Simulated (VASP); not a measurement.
Band structure of NbN (space group Fm-3m). All values below come from PBE GGA with D3 dispersion (Becke-Johnson damping), VASP's PBE PAW potentials (set 64) (plane waves; VASP).

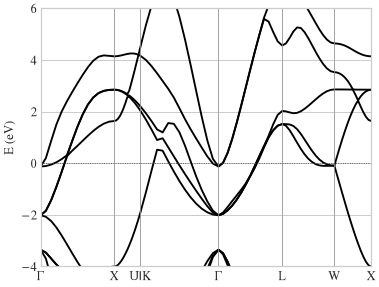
*Bands along high-symmetry lines, zero at the valence-band maximum or, without a gap, the Fermi level*

### Question
Read the plot: is there a gap, and where are the band edges?

### Answer
It has no gap at this level: it comes out as a metal or semimetal. (Edges off the drawn lines would not show.)

The structure comes from a measured NbN entry (Fm-3m) of the Crystallography Open Database, whose conditions weren't checked. It was relaxed first.
